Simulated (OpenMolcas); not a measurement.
**Run report: CF2, geometry relaxation (part 2 of 4)**

Continued. System: CF2, SMILES F[C]F. Method: B3LYP/6-31G*, RKS (OpenMolcas 26.06). The geometry comes from this level: PBE0-D4/def2-TZVP.

Geometry of the input (Å):
```
F  0.3163  0.9714  0.2816
C  0.3823  -0.3185  0.1752
F  -0.6986  -0.6529  -0.4567
```

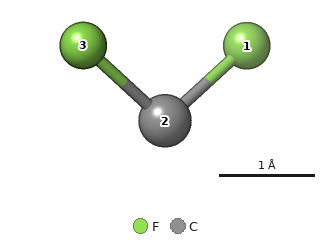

Figure 1. The starting structure (ball-and-stick view, seen at a tilt; atoms are numbered from 1 in the order of the input).

## What the program printed, continued
```
       +----------------------------------+----------------------------------+
       +    Cartesian Displacements       +    Gradient in internals         +
       +  Value      Threshold Converged? +  Value      Threshold Converged? +
 +-----+----------------------------------+----------------------------------+
 + RMS + 1.1317E-02  1.2000E-03     No    + 1.7977E-02  3.0000E-04     No    +
 +-----+----------------------------------+----------------------------------+
 + Max + 1.3127E-02  1.8000E-03     No    + 2.1769E-02  4.5000E-04     No    +
 +-----+----------------------------------+----------------------------------+

 Convergence not reached yet!

*****************************************************************************************************************
*****************************************************************************************************************

++ Geometry section

********************************************************************************
  Geometrical information of the new structure
********************************************************************************

 *********************************************************
 * Nuclear coordinates for the next iteration / bohr     *
 *********************************************************
  ATOM              X               Y               Z
  F1               0.596903        1.845937        0.532820
  C2               0.732031       -0.609842        0.335344
  F3              -1.328915       -1.236095       -0.868164

 *********************************************************
 * Nuclear coordinates for the next iteration / angstrom *
 *********************************************************
  ATOM              X               Y               Z
  F1               0.315868        0.976828        0.281956
  C2               0.387374       -0.322714        0.177456
  F3              -0.703232       -0.654113       -0.459412

                    ***************************************
                    *    InterNuclear Distances / bohr    *
                    ***************************************

               1 F1            2 C2            3 F3
    1 F1       0.000000
    2 C2       2.467408        0.000000
    3 F3       3.894926        2.467412        0.000000

                    *******************************************
                    *    InterNuclear Distances / angstrom    *
                    *******************************************

               1 F1            2 C2            3 F3
    1 F1       0.000000
    2 C2       1.305696        0.000000
    3 F3       2.061106        1.305698        0.000000

                    **************************************
                    *    Valence Bond Angles / degree    *
                    **************************************
                          Atom centers                 Phi
                      1 F1       2 C2       3 F3       104.24
--
--- Stop Module: slapaf /rc=_RC_CONTINUE_LOOP_ ---

>>> END DO

--- Start Module: seward ---
--- Stop Module: seward /rc=_RC_ALL_IS_WELL_ ---

--- Start Module: scf ---
--- Stop Module: scf /rc=_RC_ALL_IS_WELL_ ---
--- Module scf spent 1 second ---

--- Start Module: slapaf ---
--- Stop Module: slapaf /rc=_RC_INVOKED_OTHER_MODULE_ ---

--- Start Module: alaska ---
--- Stop Module: alaska /rc=_RC_ALL_IS_WELL_ ---

--- Start Module: slapaf ---

**********************************************************************************************************************
*                                    Energy Statistics for Geometry Optimization                                     *
**********************************************************************************************************************
                       Energy     Grad      Grad              Step                 Estimated   Geom       Hessian
Iter      Energy       Change     Norm      Max    Element    Max     Element     Final Energy Update Update   Index
  1   -237.68925078  0.00000000 0.031137  0.021769 nrc002   0.027245  nrc002     -237.68955627 RS-RFO  None      0
  2   -237.68968170 -0.00043092 0.013021  0.009013 nrc002   0.019687  nrc002     -237.68978035 RS-RFO  BFGS      0

       +----------------------------------+----------------------------------+
       +    Cartesian Displacements       +    Gradient in internals         +
       +  Value      Threshold Converged? +  Value      Threshold Converged? +
 +-----+----------------------------------+----------------------------------+
 + RMS + 9.1376E-03  1.2000E-03     No    + 7.5174E-03  3.0000E-04     No    +
 +-----+----------------------------------+----------------------------------+
 + Max + 9.7520E-03  1.8000E-03     No    + 9.0125E-03  4.5000E-04     No    +
 +-----+----------------------------------+----------------------------------+

 Convergence not reached yet!

*****************************************************************************************************************
*****************************************************************************************************************

++ Geometry section

********************************************************************************
  Geometrical information of the new structure
********************************************************************************

 *********************************************************
 * Nuclear coordinates for the next iteration / bohr     *
 *********************************************************
  ATOM              X               Y               Z
  F1               0.598512        1.855360        0.534748
  C2               0.737659       -0.614531        0.337921
  F3              -1.336152       -1.240828       -0.872670

 *********************************************************
 * Nuclear coordinates for the next iteration / angstrom *
 *********************************************************
  ATOM              X               Y               Z
  F1               0.316719        0.981814        0.282977
  C2               0.390352       -0.325196        0.178820
  F3              -0.707061       -0.656618       -0.461797

--
--- Stop Module: slapaf /rc=_RC_CONTINUE_LOOP_ ---

>>> END DO

--- Start Module: seward ---
--- Stop Module: seward /rc=_RC_ALL_IS_WELL_ ---

--- Start Module: scf ---
--- Stop Module: scf /rc=_RC_ALL_IS_WELL_ ---
--- Module scf spent 1 second ---

--- Start Module: slapaf ---
--- Stop Module: slapaf /rc=_RC_INVOKED_OTHER_MODULE_ ---

--- Start Module: alaska ---
--- Stop Module: alaska /rc=_RC_ALL_IS_WELL_ ---

--- Start Module: slapaf ---

**********************************************************************************************************************
*                                    Energy Statistics for Geometry Optimization                                     *
**********************************************************************************************************************
                       Energy     Grad      Grad              Step                 Estimated   Geom       Hessian
Iter      Energy       Change     Norm      Max    Element    Max     Element     Final Energy Update Update   Index
  1   -237.68925078  0.00000000 0.031137  0.021769 nrc002   0.027245  nrc002     -237.68955627 RS-RFO  None      0
  2   -237.68968170 -0.00043092 0.013021  0.009013 nrc002   0.019687  nrc002     -237.68978035 RS-RFO  BFGS      0
  3   -237.68978076 -0.00009906 0.000036  0.000023 nrc002   0.000049  nrc002     -237.68978076 RS-RFO  BFGS      0

       +----------------------------------+----------------------------------+
       +    Cartesian Displacements       +    Gradient in internals         +
       +  Value      Threshold Converged? +  Value      Threshold Converged? +
 +-----+----------------------------------+----------------------------------+
 + RMS + 3.4680E-05  1.2000E-03     Yes   + 2.5509E-05  3.0000E-04     Yes   +
 +-----+----------------------------------+----------------------------------+
 + Max + 4.2008E-05  1.8000E-03     Yes   + 2.3384E-05  4.5000E-04     Yes   +
 +-----+----------------------------------+----------------------------------+

 Geometry is converged in   3 iterations to a Minimum Structure

*****************************************************************************************************************
*****************************************************************************************************************

++ Geometry section

********************************************************************************
  Geometrical information of the final structure
********************************************************************************

  NOTE: on convergence the final predicted structure will be printed here.
  This is not identical to the structure printed in the head of the output.

 *********************************************************
 * Nuclear coordinates of the final structure / bohr     *
 *********************************************************
  ATOM              X               Y               Z
  F1               0.598529        1.855396        0.534762
  C2               0.737665       -0.614537        0.337924
  F3              -1.336176       -1.240859       -0.872686

 *********************************************************
 * Nuclear coordinates of the final structure / angstrom *
 *********************************************************
  ATOM              X               Y               Z
  F1               0.316728        0.981833        0.282984
  C2               0.390356       -0.325199        0.178822
  F3              -0.707074       -0.656634       -0.461806

                    ***************************************
                    *    InterNuclear Distances / bohr    *
                    ***************************************

               1 F1            2 C2            3 F3
    1 F1       0.000000
    2 C2       2.481667        0.000000
    3 F3       3.912900        2.481667        0.000000

                    *******************************************
                    *    InterNuclear Distances / angstrom    *
                    *******************************************

               1 F1            2 C2            3 F3
    1 F1       0.000000
    2 C2       1.313242        0.000000
    3 F3       2.070617        1.313242        0.000000

                    **************************************
                    *    Valence Bond Angles / degree    *
                    **************************************
                          Atom centers                 Phi
                      1 F1       2 C2       3 F3       104.07
--
--- Stop Module: slapaf /rc=_RC_INVOKED_OTHER_MODULE_ ---

--- Start Module: last_energy ---

                                            &LAST_ENERGY

                       available to each process: 1.9 GB of memory, 1 thread

    Geometry read from RUNFILE

               SEWARD will generate:
                  Multipole Moment integrals up to order  2
                  Kinetic Energy integrals
                  Nuclear Attraction integrals (point charge)
                  One-Electron Hamiltonian integrals
                  Velocity integrals
                  Orbital angular momentum around ( -0.1011   0.0843  -0.0463 )
                  Velocity quadrupole around ( -0.1032   0.0860  -0.0473 )
                  Two-Electron Repulsion integrals

                   Integrals are discarded if absolute value <: 1.00E-14
                   Integral cutoff threshold is set to       <: 1.00E-16

            Nuclear Potential Energy             64.21989338 au

      Basis set specifications :
      Symmetry species         a
      Basis functions           45

 ###############################################################################
 ###     Minimized-density-differences option turned off!                    ###
 ###############################################################################
++    Input section:
      --------------

      Header of the integral files:

      Cartesian coordinates in angstrom:
      -----------------------------------------------------
      No.  Label        X            Y            Z
      -----------------------------------------------------
       1   F1         0.31672797   0.98183305   0.28298379
       2   C2         0.39035569  -0.32519890   0.17882190
       3   F3        -0.70707366  -0.65663415  -0.46180569
      -----------------------------------------------------
      Nuclear repulsion energy =   64.21989338
--

++    Orbital specifications:
      -----------------------

      Symmetry species               1
                                     a
      Frozen orbitals                0
      Occupied orbitals             12
      Secondary orbitals            33
      Deleted orbitals               0
      Total number of orbitals      45
      Number of basis functions     45
--

      Molecular charge                           0.000

      Numerical integration parameters
      --------------------------------
      Radial quadrature type:                         MHL
      Size of radial grid:                            75
      Lebedev angular grid:                           29
      Angular grid pruned with the crowding factor:  3.00E+00
                                 and fading factor:  6.00E+00
      Screening threshold for integral computation:   1.00E-11
      Radial quadrature accuracy:                     1.00E-25
      Maximum batch size:                             128
      AO values are stored on disk
      The same grid will be used for all iterations.

      DFT functional specifications
      -----------------------------
      Using Libxc version: 6.2.2
      Please cite the following reference:
      S. Lehtola, C. Steigemann, M. J.T. Oliveira, and M. A.L. Marques.,  SoftwareX 7, 1–5 (2018) doi:10.1016/j.softx.2017.11.002

      * B3LYP

++    Optimization specifications:
      ----------------------------

      SCF Algorithm: Conventional
      D(i)-D(i-1) density differences are used
      Number of density matrices in core                 5
      Maximum number of NDDO SCF iterations            400
      Maximum number of HF SCF iterations              400
      Threshold for SCF energy change             1.00E-09
      Threshold for density matrix                1.00E-04
      Threshold for Fock matrix                   1.50E-04
      Threshold for linear dependence             1.00E-09
      Threshold at which DIIS is turned on        1.50E-01
      Maximum depth in the DIIS procedure                5
      Maximum depth in the BFGS Hessian update          30
      Threshold at which QNR/C2DIIS is turned on  7.50E-02
      Threshold for Norm(delta) (QNR/C2DIIS)      1.00E-03
      All orbitals punched on: SCFORB
--

      Detected old SCF orbitals

++ Convergence information
                                   B3LYP      iterations: Energy and convergence statistics
```
